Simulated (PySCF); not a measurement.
**C₃H₅ClOSi: electronic excitations at several levels of theory**

Aim: compute the electronic excitations of C₃H₅ClOSi (`O=C[Si@@H]1C[C@H]1Cl`) at several levels, and see how far they spread and what each costs.

Programs: PySCF 2.14.0, with density-fitted response routines of our own. Each step states its level of theory. These are calculated values for one molecule in the gas phase, unless marked as measured. Atoms are numbered from 0 throughout.

## 1. The molecule as given

11 atoms, charge 0, multiplicity 1; geometry from: GFN2-xTB. The atoms were then displaced at random by about 0.01 Å, so the start is not that level's minimum.

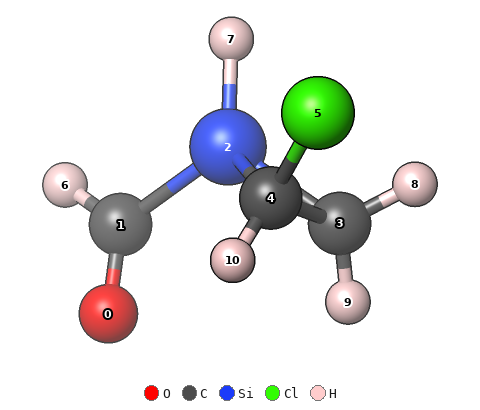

As it starts; oxygen red, carbon dark grey, silicon blue, chlorine green, hydrogen pink, atoms numbered.

## 2. Geometry optimisation at PBE0-D3(BJ)/def2-SVP

What the job is given:

```
{"job": {"xc": "PBE0", "basis": "def2-SVP", "d3": "d3bj", "grid": 1, "shake": 0.01, "kind": "geom"}, "charge": 0, "multiplicity": 1}
O      2.269940     0.218080    -1.143200
C      1.917320    -0.652750    -0.405570
Si     0.165760    -0.766320     0.337480
C     -1.130460     0.143150    -0.625180
C     -0.659920     0.926660     0.561430
Cl    -1.807430     1.175150     1.883860
H      2.664420    -1.437590    -0.133840
H     -0.105160    -1.846850     1.245450
H     -2.184480    -0.205900    -0.529610
H     -0.946410     0.563620    -1.581530
H     -0.145460     1.856900     0.375040
```

On the command line:

```bash
> OMP_NUM_THREADS=1 python probes_run.py task.json out
```

One launch serves the whole session: the jobs run in the order shown.

The program printed:

```text
step   0  E = -941.30959688  max force = 0.031974
step   1  E = -941.31373097  max force = 0.007284
step   2  E = -941.31412474  max force = 0.000942
step   3  E = -941.31424916  max force = 0.002010
step   4  E = -941.31427299  max force = 0.001490
step   5  E = -941.31429733  max force = 0.000601
step   6  E = -941.31430071  max force = 0.000273
optimisation converged
```

It took 40 s on 1 thread of Arm Neoverse V1, shared host; peak memory 0.51 GiB.

The steps of the relaxation:

```tsv
step	energy from step 0 (eV)	largest force component (eV/Å)
0	0.0000	1.6442
1	-0.1125	0.3746
2	-0.1232	0.0484
3	-0.1266	0.1034
4	-0.1272	0.0766
5	-0.1279	0.0309
6	-0.1280	0.0140
```

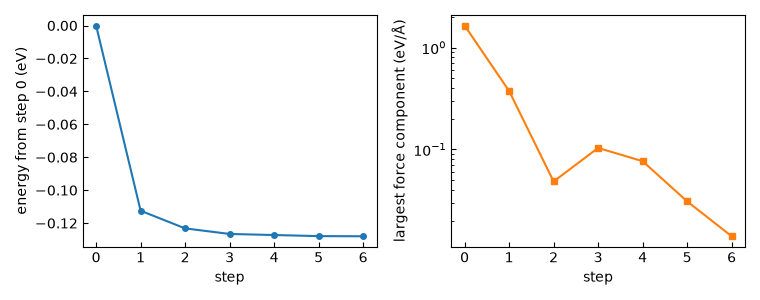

Energy and force, step by step.

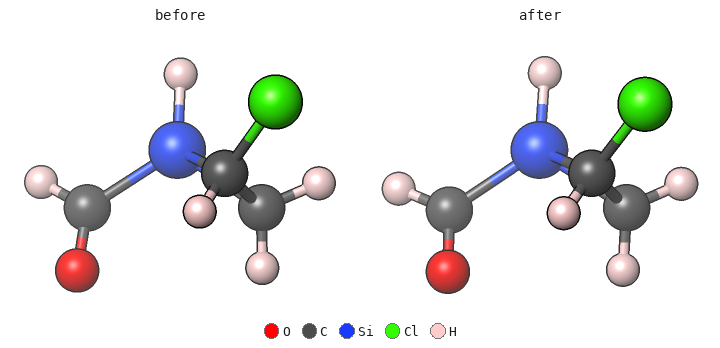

The geometry before (left) and after (right).

Distances of close pairs at the start and the end, largest changes first:

```tsv
bond	before (Å)	after (Å)	change (Å)
Si2–H7	1.437	1.482	+0.045
C3–H9	1.061	1.096	+0.036
C3–H8	1.114	1.095	-0.019
Si2–C4	1.897	1.878	-0.018
C3–C4	1.498	1.516	+0.018
Si2–C3	1.853	1.871	+0.018
C4–H10	1.079	1.096	+0.017
O0–C1	1.194	1.207	+0.013
```

The final coordinates are the input of the step that follows.

```tsv
at the end point	value
point group (found at 0.08 Å tolerance)	C1
rotational constants (GHz, main isotopes)	5.560, 1.160, 1.136
dipole moment (D)	2.03
```

## 3. TDDFT and polarisability: PBE0/def2-TZVP

What the job is given:

```
{"job": {"kind": "uv", "xc": "PBE0", "basis": "def2-TZVP"}, "charge": 0, "multiplicity": 1}
O      1.847748     0.662465    -0.994225
C      1.652397    -0.296585    -0.287391
Si    -0.100573    -0.550466     0.428997
C     -1.440584     0.263056    -0.591755
C     -1.010143     1.083294     0.607858
Cl    -2.190591     1.357719     1.888382
H      2.488333    -1.008344    -0.049213
H     -0.408041    -1.689324     1.326458
H     -2.444167    -0.172993    -0.541068
H     -1.175309     0.666033    -1.576206
H     -0.433650     1.988760     0.386770
```

Level: TDDFT PBE0/def2-TZVP, vertical, gas phase, core orbitals frozen in the response.

The program printed:

```text
coarse grid: 10696 points
cycle   1  E = -941.6614015923  dE =  7.792e-01  |g| = 7.772e-01  |ddm| = 2.664e+00
cycle   2  E = -941.1140026912  dE =  5.474e-01  |g| = 1.807e+00  |ddm| = 2.459e+00
cycle   3  E = -941.7844077420  dE = -6.704e-01  |g| = 1.258e-01  |ddm| = 2.035e+00
cycle   4  E = -941.7866726704  dE = -2.265e-03  |g| = 8.786e-02  |ddm| = 1.801e-01
cycle   5  E = -941.7883966261  dE = -1.724e-03  |g| = 2.074e-02  |ddm| = 7.323e-02
cycle   6  E = -941.7884995537  dE = -1.029e-04  |g| = 7.884e-03  |ddm| = 2.108e-02
cycle   7  E = -941.7885126696  dE = -1.312e-05  |g| = 2.479e-03  |ddm| = 7.114e-03
cycle   8  E = -941.7885140926  dE = -1.423e-06  |g| = 6.717e-04  |ddm| = 2.579e-03
final grid: 95368 points
cycle   9  E = -941.7827332767  dE = -2.387e-05  |g| = 1.119e-02  |ddm| = 3.437e-02
cycle  10  E = -941.7826637843  dE =  6.949e-05  |g| = 2.176e-02  |ddm| = 1.951e-02
cycle  11  E = -941.7827573477  dE = -9.356e-05  |g| = 2.072e-03  |ddm| = 1.406e-02
cycle  12  E = -941.7827581301  dE = -7.824e-07  |g| = 5.772e-04  |ddm| = 1.937e-03
cycle  13  E = -941.7827582132  dE = -8.312e-08  |g| = 1.850e-04  |ddm| = 5.388e-04
cycle  14  E = -941.7827582211  dE = -7.954e-09  |g| = 3.642e-05  |ddm| = 1.440e-04
cycle  15  E = -941.7827582214  dE = -3.092e-10  |g| = 1.219e-05  |ddm| = 3.953e-05
converged SCF energy = -941.7827582214

Static polarisability (au): isotropic 78.931, principal 59.751 71.630 105.410

Singlet excitations
state   eV       nm        f      main configurations
  1   3.1839    389.4   0.00171   H-1->L 0.80, H->L 0.15
  2   4.1946    295.6   0.14892   H->L 0.82, H-1->L 0.14
  3   5.0390    246.0   0.00542   H-2->L 0.95
  4   5.8131    213.3   0.00791   H->L+1 0.94
  5   6.0634    204.5   0.00435   H-3->L 0.94
  6   6.2215    199.3   0.01673   H->L+2 0.87
  7   6.4531    192.1   0.00918   H-1->L+1 0.62, H-1->L+2 0.16, H->L+3 0.08
  8   6.5939    188.0   0.09062   H->L+3 0.64, H-1->L+2 0.24
  9   6.6327    186.9   0.05861   H-1->L+2 0.45, H-1->L+1 0.29, H-1->L+3 0.13
 10   6.9097    179.4   0.02447   H-1->L+3 0.50, H-2->L+1 0.23, H->L+3 0.10

Triplet excitations (Tamm-Dancoff, eV): 2.5105 3.1626 4.7653 5.2356
```

Wall time 37 s (1 thread of Arm Neoverse V1, shared host); peak memory 0.88 GiB.

The orbitals next to the gap, with their largest atomic shares:

```tsv
orbital	eV	atoms
HOMO−3	-9.19	Cl5 67 %, C3 12 %, Si2 8 %
HOMO−2	-8.30	Cl5 53 %, C3 17 %, C4 10 %
HOMO−1	-7.43	O0 41 %, C1 21 %, Si2 16 %
HOMO	-7.02	Si2 27 %, Cl5 24 %, C4 22 %
LUMO	-2.15	C1 40 %, O0 24 %, Si2 22 %
LUMO+1	0.29	Si2 26 %, Cl5 24 %, C4 20 %
LUMO+2	0.46	Si2 56 %, C1 16 %, H6 6 %
```

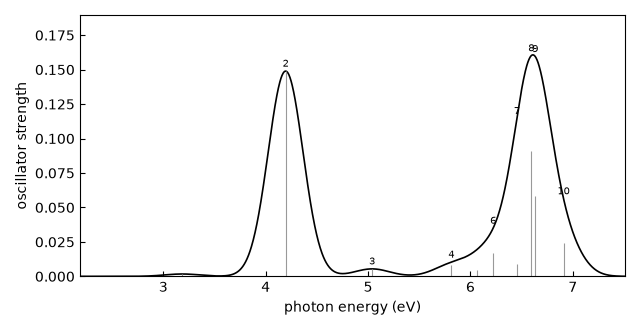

Absorption spectrum from the 10 singlet states computed; above the last one it falls off for lack of states. Lines are broadened to a width of 0.40 eV (Gaussian).

Ground-state properties from the same run:

```tsv
property	computed
dipole moment (D)	2.16
polarisability (Å³)	11.70
HOMO–LUMO gap (eV)	4.87
−ε(HOMO) (eV)	7.02
```

## 4. Ultraviolet spectrum: PBE0/aug-cc-pVDZ

The job, as its differences from that of step 3:

```diff
@@ -1,2 +1,2 @@
-{"job": {"kind": "uv", "xc": "PBE0", "basis": "def2-TZVP"}, "charge": 0, "multiplicity": 1}
+{"job": {"kind": "uv", "xc": "PBE0", "basis": "aug-cc-pVDZ"}, "charge": 0, "multiplicity": 1}
 O      1.847748     0.662465    -0.994225
```

With the program's defaults for keys left out, this is: TDDFT PBE0/aug-cc-pVDZ, vertical, gas phase, core orbitals frozen in the response.

The program printed:

```text
coarse grid: 10696 points
cycle   1  E = -941.5780032521  dE =  8.196e-01  |g| = 7.319e-01  |ddm| = 7.163e+00
cycle   2  E = -941.0675435915  dE =  5.105e-01  |g| = 1.720e+00  |ddm| = 2.977e+00
cycle   3  E = -941.6944512584  dE = -6.269e-01  |g| = 1.116e-01  |ddm| = 2.066e+00
cycle   4  E = -941.6964892583  dE = -2.038e-03  |g| = 7.530e-02  |ddm| = 3.596e-01
cycle   5  E = -941.6978783746  dE = -1.389e-03  |g| = 1.757e-02  |ddm| = 1.595e-01
cycle   6  E = -941.6979595850  dE = -8.121e-05  |g| = 6.297e-03  |ddm| = 3.917e-02
cycle   7  E = -941.6979687211  dE = -9.136e-06  |g| = 2.026e-03  |ddm| = 1.235e-02
final grid: 95368 points
cycle   8  E = -941.7155116329  dE = -2.168e-06  |g| = 1.099e-02  |ddm| = 9.772e-02
cycle   9  E = -941.7154356400  dE =  7.599e-05  |g| = 2.237e-02  |ddm| = 4.231e-02
cycle  10  E = -941.7155365667  dE = -1.009e-04  |g| = 1.760e-03  |ddm| = 2.672e-02
cycle  11  E = -941.7155373099  dE = -7.432e-07  |g| = 2.662e-04  |ddm| = 3.346e-03
cycle  12  E = -941.7155373279  dE = -1.803e-08  |g| = 1.301e-04  |ddm| = 7.076e-04
cycle  13  E = -941.7155373323  dE = -4.351e-09  |g| = 3.774e-05  |ddm| = 2.779e-04
cycle  14  E = -941.7155373326  dE = -3.561e-10  |g| = 1.100e-05  |ddm| = 9.147e-05
converged SCF energy = -941.7155373326

Static polarisability (au): isotropic 84.532, principal 66.210 76.434 110.953

Singlet excitations
state   eV       nm        f      main configurations
  1   3.2029    387.1   0.00146   H-1->L 0.79, H->L 0.16
  2   4.2262    293.4   0.15501   H->L 0.81, H-1->L 0.16
  3   5.0926    243.5   0.00464   H-2->L 0.95
  4   5.7308    216.3   0.01118   H->L+1 0.50, H->L+2 0.16, H->L+3 0.16
  5   6.0254    205.8   0.01895   H->L+3 0.65, H->L+1 0.24
  6   6.1001    203.2   0.00672   H-3->L 0.74, H->L+4 0.14
  7   6.1751    200.8   0.00785   H->L+2 0.64, H->L+1 0.18, H-1->L+1 0.13
  8   6.2384    198.7   0.09784   H-1->L+1 0.51, H-3->L 0.17, H->L+2 0.15
  9   6.3001    196.8   0.00749   H->L+4 0.50, H-1->L+1 0.27
 10   6.3706    194.6   0.01733   H-1->L+3 0.55, H-1->L+2 0.34

Triplet excitations (Tamm-Dancoff, eV): 2.5459 3.2197 4.8221 5.2321
```

It took 29 s on 1 thread of Arm Neoverse V1, shared host; peak memory 0.82 GiB.

In short: HOMO -7.06 eV, LUMO -2.16 eV; lowest singlet 3.20 eV.

## 5. Excited states and response: PBE0/def2-TZVPD

The job, as its differences from that of step 4:

```diff
@@ -1,2 +1,2 @@
-{"job": {"kind": "uv", "xc": "PBE0", "basis": "aug-cc-pVDZ"}, "charge": 0, "multiplicity": 1}
+{"job": {"kind": "uv", "xc": "PBE0", "basis": "def2-TZVPD"}, "charge": 0, "multiplicity": 1}
 O      1.847748     0.662465    -0.994225
```

With the program's defaults for keys left out, this is: TDDFT PBE0/def2-TZVPD, vertical, gas phase, core orbitals frozen in the response.

The program printed:

```text
coarse grid: 10696 points
cycle   1  E = -941.6635433223  dE =  7.797e-01  |g| = 7.766e-01  |ddm| = 3.094e+00
cycle   2  E = -941.1119060570  dE =  5.516e-01  |g| = 1.812e+00  |ddm| = 1.524e+00
cycle   3  E = -941.7862742457  dE = -6.744e-01  |g| = 1.263e-01  |ddm| = 1.109e+00
cycle   4  E = -941.7885294236  dE = -2.255e-03  |g| = 8.911e-02  |ddm| = 1.781e-01
cycle   5  E = -941.7903170312  dE = -1.788e-03  |g| = 2.069e-02  |ddm| = 8.447e-02
cycle   6  E = -941.7904190736  dE = -1.020e-04  |g| = 8.041e-03  |ddm| = 2.300e-02
cycle   7  E = -941.7904328200  dE = -1.375e-05  |g| = 2.440e-03  |ddm| = 7.042e-03
cycle   8  E = -941.7904341998  dE = -1.380e-06  |g| = 6.867e-04  |ddm| = 2.502e-03
final grid: 95368 points
cycle   9  E = -941.7846633805  dE = -2.575e-05  |g| = 1.122e-02  |ddm| = 1.441e-01
cycle  10  E = -941.7845928761  dE =  7.050e-05  |g| = 2.190e-02  |ddm| = 1.958e-02
cycle  11  E = -941.7846876526  dE = -9.478e-05  |g| = 2.093e-03  |ddm| = 1.224e-02
cycle  12  E = -941.7846884527  dE = -8.001e-07  |g| = 5.781e-04  |ddm| = 1.904e-03
cycle  13  E = -941.7846885359  dE = -8.316e-08  |g| = 1.907e-04  |ddm| = 6.532e-04
cycle  14  E = -941.7846885444  dE = -8.497e-09  |g| = 3.661e-05  |ddm| = 1.833e-04
cycle  15  E = -941.7846885447  dE = -3.147e-10  |g| = 1.253e-05  |ddm| = 5.261e-05
converged SCF energy = -941.7846885447

Static polarisability (au): isotropic 85.044, principal 66.879 76.715 111.540

Singlet excitations
state   eV       nm        f      main configurations
  1   3.1626    392.0   0.00157   H-1->L 0.80, H->L 0.15
  2   4.1523    298.6   0.15225   H->L 0.83, H-1->L 0.14
  3   5.0114    247.4   0.00476   H-2->L 0.95
  4   5.6726    218.6   0.00931   H->L+1 0.77, H->L+2 0.16
  5   6.0275    205.7   0.00970   H->L+2 0.50, H->L+3 0.19, H->L+1 0.14
  6   6.0305    205.6   0.00988   H-3->L 0.77, H->L+2 0.09
  7   6.3010    196.8   0.06116   H-1->L+1 0.44, H->L+3 0.18, H->L+4 0.14
  8   6.3499    195.3   0.01180   H->L+3 0.50, H-1->L+1 0.29, H->L+2 0.14
  9   6.3799    194.3   0.06508   H-1->L+2 0.77, H->L+4 0.12
 10   6.4110    193.4   0.01261   H->L+4 0.59, H-1->L+1 0.18

Triplet excitations (Tamm-Dancoff, eV): 2.4976 3.1422 4.7410 5.1420
```

Run time: 54 s. Hardware: 1 thread of Arm Neoverse V1, shared host; peak memory 1.1 GiB.

Key values: HOMO -7.06 eV, LUMO -2.23 eV; lowest singlet 3.16 eV.

## 6. Ultraviolet spectrum: PBE0/6-31+G*

The job, as its differences from that of step 5:

```diff
@@ -1,2 +1,2 @@
-{"job": {"kind": "uv", "xc": "PBE0", "basis": "def2-TZVPD"}, "charge": 0, "multiplicity": 1}
+{"job": {"kind": "uv", "xc": "PBE0", "basis": "6-31+G*"}, "charge": 0, "multiplicity": 1}
 O      1.847748     0.662465    -0.994225
```

Level: TDDFT PBE0/6-31+G*, vertical, gas phase, core orbitals frozen in the response.

The program printed:

```text
coarse grid: 10696 points
cycle   1  E = -941.5957325261  dE =  8.039e-01  |g| = 7.226e-01  |ddm| = 3.762e+00
cycle   2  E = -941.1075663052  dE =  4.882e-01  |g| = 1.685e+00  |ddm| = 2.926e+00
cycle   3  E = -941.7111143235  dE = -6.035e-01  |g| = 1.110e-01  |ddm| = 2.259e+00
cycle   4  E = -941.7132322556  dE = -2.118e-03  |g| = 7.357e-02  |ddm| = 2.842e-01
cycle   5  E = -941.7145675425  dE = -1.335e-03  |g| = 1.690e-02  |ddm| = 1.354e-01
cycle   6  E = -941.7146423242  dE = -7.478e-05  |g| = 5.976e-03  |ddm| = 4.131e-02
cycle   7  E = -941.7146505977  dE = -8.274e-06  |g| = 1.839e-03  |ddm| = 9.382e-03
final grid: 95368 points
cycle   8  E = -941.6530595621  dE = -8.266e-07  |g| = 1.116e-02  |ddm| = 4.560e-02
cycle   9  E = -941.6529817606  dE =  7.780e-05  |g| = 2.260e-02  |ddm| = 2.796e-02
cycle  10  E = -941.6530856672  dE = -1.039e-04  |g| = 1.784e-03  |ddm| = 1.955e-02
cycle  11  E = -941.6530864503  dE = -7.831e-07  |g| = 2.690e-04  |ddm| = 3.000e-03
cycle  12  E = -941.6530864685  dE = -1.817e-08  |g| = 1.224e-04  |ddm| = 9.224e-04
cycle  13  E = -941.6530864724  dE = -3.924e-09  |g| = 3.112e-05  |ddm| = 2.080e-04
cycle  14  E = -941.6530864726  dE = -2.367e-10  |g| = 1.022e-05  |ddm| = 6.424e-05
converged SCF energy = -941.6530864726

Static polarisability (au): isotropic 77.189, principal 58.233 70.548 102.784

Singlet excitations
state   eV       nm        f      main configurations
  1   3.2493    381.6   0.00160   H-1->L 0.80, H->L 0.15
  2   4.2608    291.0   0.15822   H->L 0.83, H-1->L 0.14
  3   5.1096    242.6   0.00567   H-2->L 0.95
  4   5.7718    214.8   0.00967   H->L+1 0.65, H->L+2 0.26
  5   6.0851    203.8   0.01893   H->L+2 0.35, H->L+3 0.34, H->L+1 0.25
  6   6.1343    202.1   0.00386   H-3->L 0.86, H->L+4 0.08
  7   6.3315    195.8   0.04464   H-1->L+1 0.51, H->L+3 0.15, H->L+4 0.12
  8   6.3473    195.3   0.05777   H->L+3 0.43, H->L+2 0.24, H-1->L+1 0.17
  9   6.4170    193.2   0.00658   H->L+4 0.61, H-1->L+1 0.24
 10   6.4471    192.3   0.03766   H-1->L+2 0.78

Triplet excitations (Tamm-Dancoff, eV): 2.5996 3.2372 4.8288 5.2440
```

Wall time 15 s (1 thread of Arm Neoverse V1, shared host); peak memory 0.64 GiB.

In short: HOMO -7.08 eV, LUMO -2.15 eV; lowest singlet 3.25 eV.

## 7. Run by run: electronic excitations

Excitations and ground-state properties, with basis size and wall time:

```tsv
run	lowest singlet (eV)	brightest (eV)	f	gap (eV)	α (Å³)	μ (D)	functions	time
PBE0/def2-TZVP	3.18	4.19	0.149	4.87	11.70	2.16	228	37 s
PBE0/aug-cc-pVDZ	3.20	4.23	0.155	4.90	12.53	2.18	191	29 s
PBE0/def2-TZVPD	3.16	4.15	0.152	4.83	12.60	2.20	285	54 s
PBE0/6-31+G*	3.25	4.26	0.158	4.93	11.44	2.25	126	15 s
```

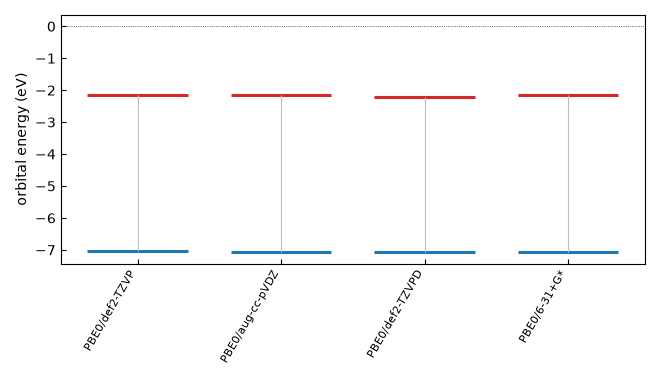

HOMO (blue) and LUMO (red) run by run.

## 8. Outcome

| quantity | value |
| --- | --- |
| point group | C1 |
| rotational constants (main isotopes) | 5.56, 1.16, 1.14 GHz |
| lowest singlet (PBE0/def2-TZVP) | 3.18 eV (389 nm), f = 0.002 |
| brightest single state of those computed | state 2, 4.19 eV, f = 0.149 |
| lowest triplet | 2.51 eV |
| range of the lowest singlet | 3.16 to 3.25 eV |

Single values in the summary come from the first sound run of each kind (PBE0/def2-TZVP), which need not be the best level. The start of the PBE0/def2-SVP relaxation was shaken at random by about 0.01 Å, so part of the energy gained, and of the first lengths quoted, undoes that. Relaxing lowered the energy by 0.128 eV in 6 steps; the close pair that moved most is Si2–H7, from 1.437 to 1.482 Å. The lowest singlet, at 3.18 eV, is HOMO−1→LUMO 0.80, HOMO→LUMO 0.15 and is weak; of the 10 states computed, the strongest absorption comes from state 2 at 4.19 eV. The lowest triplet lies 0.67 eV below the lowest singlet (triplets in Tamm-Dancoff, singlets in full TDDFT). The lowest singlet runs from 3.16 eV (PBE0/def2-TZVPD) to 3.25 eV (PBE0/6-31+G*), while the orbital gap spans 4.83 to 4.93 eV. The lowest state need not be the same one in every run.
